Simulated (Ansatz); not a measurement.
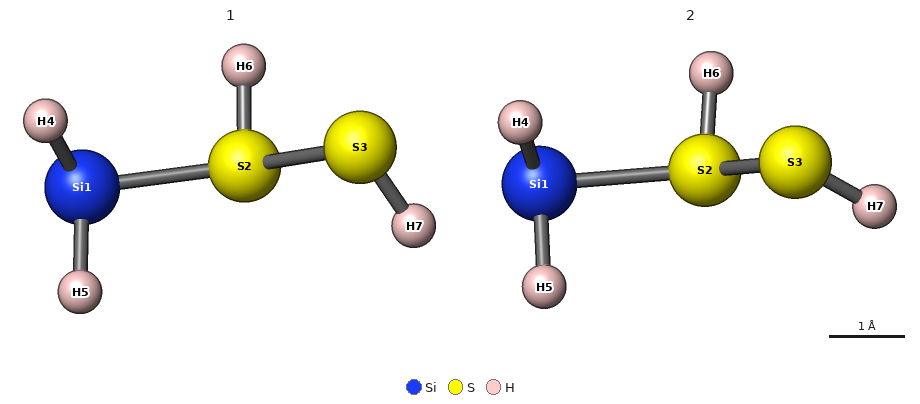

Two geometries of SiH4S2, drawn at one scale. One is the start of a relaxation, the other its converged end. The picture is a ball-and-stick view, seen at a tilt.

Computed with RKS PBE0-D4/def2-TZVP in Ansatz 0.2.0. Settings: force threshold 0.005 eV/Å; at most 200 steps.

Which geometry has the lower energy?

Answer. Structure 2 is the relaxed one. It is one of the separated reactants of a reaction. S3 moves most after the best rigid fit: 0.39 Å. By element the largest moves are S 0.39 Å, H 0.26 Å, Si 0.06 Å. Near-neighbour distances that change, for instance: S2–S3 2.355 → 2.135 Å, Si1–S2 2.196 → 2.224 Å, S2–H6 1.361 → 1.343 Å, Si1–H4 1.521 → 1.511 Å. Among the angles between lasting bonds that change: S2–Si1–H4 106.2° → 98.6°, S2–Si1–H5 99.1° → 92.5°, Si1–S2–S3 129.0° → 123.1°. Groups turn about S2–S3 by about 25°. Over 8 accepted moves (10 points after the start) the energy falls by 0.143 eV. Largest force component: 1.1 eV/Å at the start, 0.0031 eV/Å at the end. The line search rejected the trial steps at points 3, 6 of the run. Cost: 59 s on 2 threads of Intel Xeon @ 2.50GHz, with other jobs on the host.
